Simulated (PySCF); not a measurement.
# C2H9NSi (SMILES CN(C)[SiH3]): levels of theory compared

Aim: a comparison of 6 runs (HF/STO-3G, HF/3-21G, TPSSh/6-31G, B3LYP/6-31G*, PBE0/def2-SVP) of C2H9NSi. 

Program for the calculation: PySCF 2.14.0.

### Step 1. The molecule

The species is C2H9NSi (13 atoms), meant as a singlet with charge 0. SMILES: `CN(C)[SiH3]`. The shape is that of a PBE0-D4/def2-TZVP optimisation.

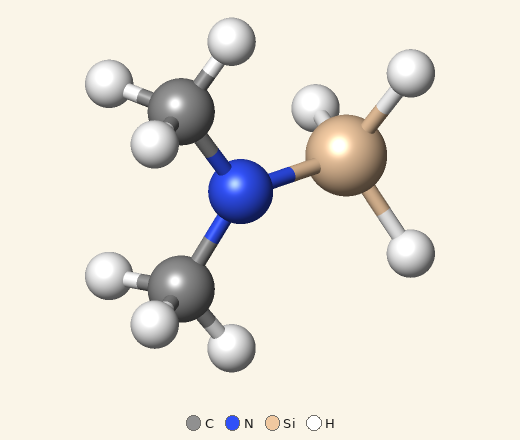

Viewed from a chosen angle; carbon grey, nitrogen blue, silicon light orange, hydrogen white.

### Step 2. Energy and forces at HF/STO-3G (run 1)

Contents of job.py:

```python
from pyscf import gto, scf

mol = gto.M(
    atom='''
C     -1.612692     1.987047    -1.072231
N     -0.121509     0.191618     0.334293
C      2.375953     1.089994     0.951855
Si    -0.764205    -2.986523     0.192563
H     -0.786315     2.442471    -2.926241
H     -1.790516     3.763390    -0.017763
H     -3.516213     1.254211    -1.389705
H      2.262758     2.851786     2.039014
H      3.533977     1.470774    -0.733970
H      3.377130    -0.296120     2.108367
H      0.129824    -4.299694    -2.148808
H     -3.552118    -3.311367     0.315584
H      0.501911    -4.222971     2.374819
''',
    unit='bohr',
    max_memory=1860,
    verbose=4,
    basis='sto-3g',
    charge=0,
)

calc0 = scf.RHF(mol)
calc0.conv_tol = 1e-10
calc0.kernel()
if not calc0.converged:
    calc0 = calc0.newton().run(calc0.mo_coeff, calc0.mo_occ)

etot = calc0.e_tot
print('E(%s) = %.9f' % ('HF', etot))
grad = calc0.nuc_grad_method().kernel()
dip = calc0.dip_moment()
pop, q = calc0.mulliken_pop()
```

Command:

```console
$ OMP_NUM_THREADS=1 python job.py
```

The log of the run:

```text
PySCF version 2.14.0

[... 65 lines left out ...]
converged SCF energy = -419.398167385849
[... 12 lines left out ...]
Dipole moment(X, Y, Z, Debye):  0.15692, -0.08612, -0.34769
[... 8 lines left out ...]
pop of  1 N 2px           1.15388
pop of  1 N 2py           1.15895
pop of  1 N 2pz           1.67793
pop of  2 C 1s            1.99214
pop of  2 C 2s            1.16890
pop of  2 C 2px           0.89461
pop of  2 C 2py           1.01367
pop of  2 C 2pz           1.00865
pop of  3 Si 1s           1.99960
pop of  3 Si 2s           1.98720
pop of  3 Si 3s           1.14378
pop of  3 Si 2px          1.96495
pop of  3 Si 2py          1.96321
pop of  3 Si 2pz          1.96533
pop of  3 Si 3px          0.76489
pop of  3 Si 3py          0.60390
pop of  3 Si 3pz          0.77470
pop of  4 H 1s            0.95771
pop of  5 H 1s            0.94517
pop of  6 H 1s            0.94427
pop of  7 H 1s            0.94517
pop of  8 H 1s            0.95771
pop of  9 H 1s            0.94427
pop of  10 H 1s           1.17404
pop of  11 H 1s           1.16327
pop of  12 H 1s           1.16328
 ** Mulliken atomic charges  **
charge of    0C =     -0.07796
charge of    1N =     -0.48162
charge of    2C =     -0.07796
charge of    3Si =      0.83243
charge of    4H =      0.04229
charge of    5H =      0.05483
charge of    6H =      0.05573
charge of    7H =      0.05483
charge of    8H =      0.04229
charge of    9H =      0.05573
charge of   10H =     -0.17404
charge of   11H =     -0.16327
charge of   12H =     -0.16328
```

It took 1.6 s on 1 thread of Arm Neoverse V2, shared host; peak memory 0.12 GiB.

### Step 3. Energy and forces at HF/3-21G (run 2)

Contents of input.xyz:

```xyz
13
C2H9NSi
C     -0.853400     1.051500    -0.567400
N     -0.064300     0.101400     0.176900
C      1.257300     0.576800     0.503700
Si    -0.404400    -1.580400     0.101900
H     -0.416100     1.292500    -1.548500
H     -0.947500     1.991500    -0.009400
H     -1.860700     0.663700    -0.735400
H      1.197400     1.509100     1.079000
H      1.870100     0.778300    -0.388400
H      1.787100    -0.156700     1.115700
H      0.068700    -2.275300    -1.137100
H     -1.879700    -1.752300     0.167000
H      0.265600    -2.234700     1.256700
```

Contents of input.py:

```python
import pyscf.grad
from pyscf import gto, scf

system = gto.M(
    atom='input.xyz',
    charge=0,
    verbose=4,
    basis='3-21g',
    max_memory=1860,
)

mf = scf.RHF(system)
mf.conv_tol = 1e-10
mf.kernel()
if not mf.converged:
    mf = mf.newton().run(mf.mo_coeff, mf.mo_occ)

energy = mf.e_tot
print('E(%s) = %.9f' % ('HF', energy))
grad = mf.Gradients().kernel()
mf.analyze()
```

Command:

```console
$ OMP_NUM_THREADS=1 python input.py
```

The log of the run:

```text
PySCF version 2.14.0

[... 84 lines left out ...]
Two-electron Energy =                  336.069991030725987
[... 7 lines left out ...]
MO #4   energy= -11.1928102356394  occ= 2
[... 5 lines left out ...]
MO #10  energy= -0.957049389364323 occ= 2
[... 5 lines left out ...]
MO #16  energy= -0.540131022421048 occ= 2
[... 5 lines left out ...]
MO #22  energy= 0.176012187237955  occ= 0
[... 5 lines left out ...]
MO #28  energy= 0.342038944216933  occ= 0
[... 5 lines left out ...]
MO #34  energy= 0.489773442218081  occ= 0
[... 5 lines left out ...]
MO #40  energy= 1.00355336805899   occ= 0
[... 5 lines left out ...]
MO #46  energy= 1.31121477634041   occ= 0
[... 5 lines left out ...]
MO #52  energy= 1.43616503642797   occ= 0
[... 5 lines left out ...]
MO #58  energy= 2.90675688325602   occ= 0
[... 35 lines left out ...]
pop of  3 Si 2pz          1.99984
pop of  3 Si 3px          0.81898
pop of  3 Si 3py          0.59475
pop of  3 Si 3pz          0.83566
pop of  3 Si 4px          0.01175
pop of  3 Si 4py          0.01181
pop of  3 Si 4pz          0.01423
pop of  4 H 1s            0.92429
pop of  4 H 2s            0.00858
pop of  5 H 1s            0.90786
pop of  5 H 2s            0.00907
pop of  6 H 1s            0.90358
pop of  6 H 2s            0.00893
pop of  7 H 1s            0.90784
pop of  7 H 2s            0.00907
pop of  8 H 1s            0.92430
pop of  8 H 2s            0.00858
pop of  9 H 1s            0.90358
pop of  9 H 2s            0.00893
pop of  10 H 1s           1.15051
pop of  10 H 2s           0.00367
pop of  11 H 1s           1.12487
pop of  11 H 2s           0.00141
pop of  12 H 1s           1.12488
pop of  12 H 2s           0.00141
 ** Mulliken atomic charges  **
charge of    0C =     -0.12435
charge of    1N =     -0.51905
charge of    2C =     -0.12436
charge of    3Si =      0.69911
charge of    4H =      0.06713
charge of    5H =      0.08307
charge of    6H =      0.08750
charge of    7H =      0.08308
charge of    8H =      0.06712
charge of    9H =      0.08750
charge of   10H =     -0.15418
charge of   11H =     -0.12628
charge of   12H =     -0.12629
Dipole moment(X, Y, Z, Debye):  0.37866,  0.79280, -0.39536
```

Run time: 1.9 s. Hardware: 1 thread of Arm Neoverse V2, shared host; peak memory 0.13 GiB.

Runs 3 to 5 aren't shown in full; the table further down has their settings and results.

### Step 4. Energy and forces at PBE0/def2-SVP (run 6)

Contents of calc.py:

```python
from pyscf import gto, dft

mol = gto.M(
    atom='''
C     -1.612692     1.987047    -1.072231
N     -0.121509     0.191618     0.334293
C      2.375953     1.089994     0.951855
Si    -0.764205    -2.986523     0.192563
H     -0.786315     2.442471    -2.926241
H     -1.790516     3.763390    -0.017763
H     -3.516213     1.254211    -1.389705
H      2.262758     2.851786     2.039014
H      3.533977     1.470774    -0.733970
H      3.377130    -0.296120     2.108367
H      0.129824    -4.299694    -2.148808
H     -3.552118    -3.311367     0.315584
H      0.501911    -4.222971     2.374819
''',
    basis='def2-svp',
    verbose=4,
    charge=0,
    unit='bohr',
    max_memory=1860,
)

mf = dft.RKS(mol)
mf.xc = 'pbe0'
mf.conv_tol = 1e-10
mf.grids.level = 5
mf.kernel()
if not mf.converged:
    mf = mf.newton().run(mf.mo_coeff, mf.mo_occ)

energy = mf.e_tot
print('Final energy', energy)
grad = mf.nuc_grad_method().kernel()
dip = mf.dip_moment()
pop, q = mf.mulliken_pop()
```

Command:

```console
$ OMP_NUM_THREADS=1 python calc.py
```

The log of the run:

```text
PySCF version 2.14.0

[... 78 lines left out ...]
converged SCF energy = -425.387827154866
Final energy -425.3878271548663
[... 12 lines left out ...]
Dipole moment(X, Y, Z, Debye):  0.30639,  0.95875, -0.17934
[... 80 lines left out ...]
pop of  7 H 2pz           0.00800
pop of  8 H 1s            0.74658
pop of  8 H 2s            0.20192
pop of  8 H 2px           0.00649
pop of  8 H 2py           0.00522
pop of  8 H 2pz           0.01109
pop of  9 H 1s            0.74515
pop of  9 H 2s            0.18810
pop of  9 H 2px           0.00591
pop of  9 H 2py           0.00912
pop of  9 H 2pz           0.00857
pop of  10 H 1s           0.73674
pop of  10 H 2s           0.35564
pop of  10 H 2px          0.00150
pop of  10 H 2py          0.00232
pop of  10 H 2pz          0.00544
pop of  11 H 1s           0.73696
pop of  11 H 2s           0.34432
pop of  11 H 2px          0.00763
pop of  11 H 2py          0.00071
pop of  11 H 2pz          0.00097
pop of  12 H 1s           0.73693
pop of  12 H 2s           0.34436
pop of  12 H 2px          0.00221
pop of  12 H 2py          0.00203
pop of  12 H 2pz          0.00508
 ** Mulliken atomic charges  **
charge of    0C =      0.08559
charge of    1N =     -0.55852
charge of    2C =      0.08558
charge of    3Si =      0.45809
charge of    4H =      0.02869
charge of    5H =      0.03420
charge of    6H =      0.04314
charge of    7H =      0.03420
charge of    8H =      0.02871
charge of    9H =      0.04314
charge of   10H =     -0.10164
charge of   11H =     -0.09059
charge of   12H =     -0.09060
```

Wall time 42 s (1 thread of Arm Neoverse V2, shared host); peak memory 1.1 GiB.

### Step 5. The series

```tsv
run	level	integration grid	Cartesian functions	energy (Eh)	dipole moment (D)	HOMO energy (eV)	LUMO energy (eV)	wall time
1	HF/STO-3G	–	no	-419.398167	0.39	-7.11	13.39	1.6 s
2	HF/3-21G	–	no	-422.065794	0.96	-9.27	4.79	1.9 s
3	TPSSh/6-31G	5	no	-425.801221	0.88	-5.25	0.82	35 s
4	B3LYP/6-31G* (spherical functions)	5	no	-425.869691	0.94	-5.92	0.92	33 s
5	B3LYP/6-31G* (Cartesian functions)	5	yes	-425.873762	0.94	-5.91	0.91	34 s
6	PBE0/def2-SVP	5	no	-425.387827	1.02	-6.28	1.06	42 s
```

### Step 6. Summary of results

| quantity | value |
| --- | --- |
| run 6: total energy | -425.38783 Eh |
| run 6: dipole moment | 1.02 D |
| run 6: HOMO energy | -6.28 eV |
| run 6: LUMO energy | 1.06 eV |
| run 6: HOMO–LUMO gap | 7.34 eV |
| run 6: largest force on an atom | 0.499 eV/Å |

**Reading.** The dipole moment (its size) runs from 0.39 D (HF/STO-3G) to 1.02 D (PBE0/def2-SVP). The two ends differ in method and basis. The HOMO–LUMO gap runs from 6.07 eV (TPSSh/6-31G) to 20.50 eV (HF/STO-3G). Totals of different functionals can't be ranked against each other. In run 1 the basis is minimal, so the values are rough. All runs together took 2.5 min, the longest 42 s.
